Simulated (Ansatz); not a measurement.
**H$_{5}$NOSi: density, localisation and related maps**

The calculation's input:

```
crystal:
  periodic: [false, false, false]
  atoms:
    - { symbol: Si, position_ang: [0.0, 0.0, 0.0] }
    - { symbol: H, position_ang: [0.8198, 0.0, 1.4434] }
    - { symbol: "N", position_ang: [1.9526, 0.0, 0.5176] }
    - { symbol: H, position_ang: [2.4509, -0.918, 0.3369] }
    - { symbol: H, position_ang: [2.4539, 0.918, 0.3453] }
    - { symbol: H, position_ang: [-0.6877, 1.1914, -0.4862] }
    - { symbol: O, position_ang: [-0.7913, -1.3709, -0.5594] }
    - { symbol: H, position_ang: [-1.2459, -1.8365, 0.2129] }
basis:
  gaussian: { orbitals: def2-SVP }
hamiltonian:
  xc: pbe
relax:
  f_tol: 0.15
  max_steps: 25
  restrain:
    - { distance: [1, 2], at: 2.26, k: 30.0 }
    - { distance: [0, 1], at: 1.46, k: 30.0 }
    - { distance: [0, 2], at: 1.82, k: 30.0 }
output:
  orbitals: {}
```

Run with:

```sh
ansatz run input.yaml --threads 1 --pin off --max-ram 2048MiB --backend cpu --events-out ev --progress --plain --runs-dir out
```

The fields are those of the run's last geometry, not of the input's.

Not at a stationary point (largest force 1.3 eV/Å).

All numbers below come from RKS PBE/def2-SVP in Ansatz 0.2.0.

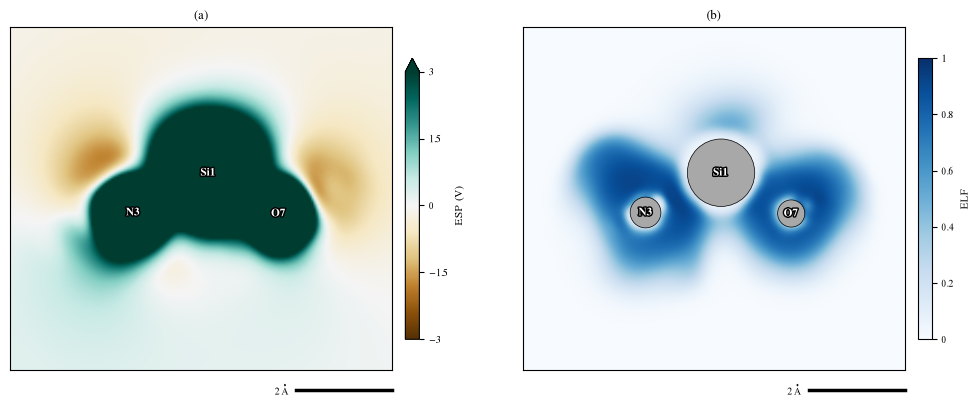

Figure 1. (a) electrostatic potential; (b) ELF on the plane of atoms N3, Si1 and O7. Grey discs cover the atomic cores in the ELF map.

Q: Describe what can be read from this map.

A: The plane passes through Si, N and O nuclei. Si–O (1.68 Å): the ELF peaks at about 0.85 between the atoms, as expected for a polar covalent bond. Si–N (1.77 Å): the ELF peaks at about 0.90 between the atoms (a polar covalent bond). The ELF also peaks beside O7 and N3, away from the bonds: lone-pair regions. Outside the dense part of the molecule the potential is most negative (−1.8 V) near N3.

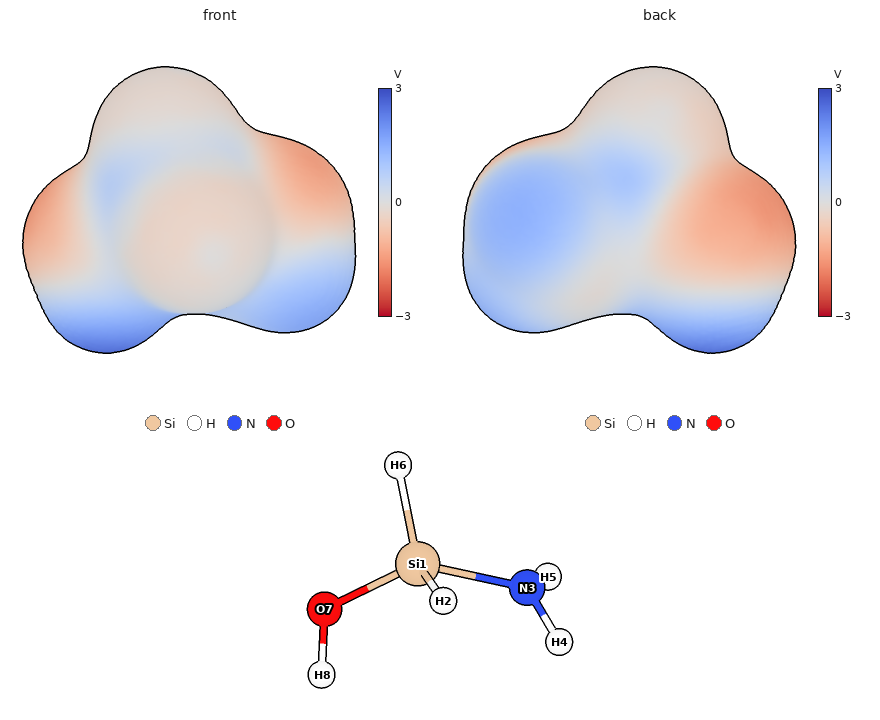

Figure 2. The electrostatic potential painted on the density surface at 0.002 e/bohr³, seen from the front and from behind; the colour scale runs from red (negative) to blue (positive). The bare structure is drawn below in the same view.

Q: Which sites attract a positive test charge, and which a negative one?

A: A positive charge is drawn to the negative regions and a negative charge to the positive ones. The most negative region (about −1.5 V) lies over O7, the most positive (about +2.4 V) over H8. O7 is the likeliest acceptor of a hydrogen bond.

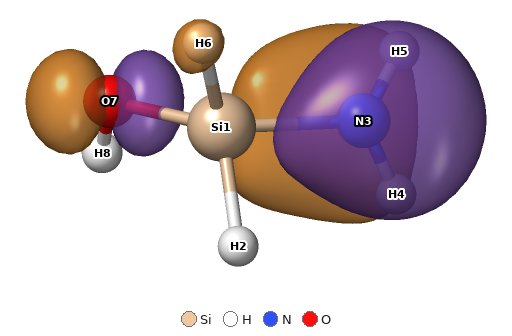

Figure 3. The HOMO at ±0.1 Å⁻³ᐟ² (orange and purple are the two phases), seen from one side.

Q: Where does this orbital lie, and at what energy?

A: Its weight (Hirshfeld) is mainly on N3 (about 70 %) and O7 (about 10 %); largely a lone pair of N3. Its energy is −5.74 eV.
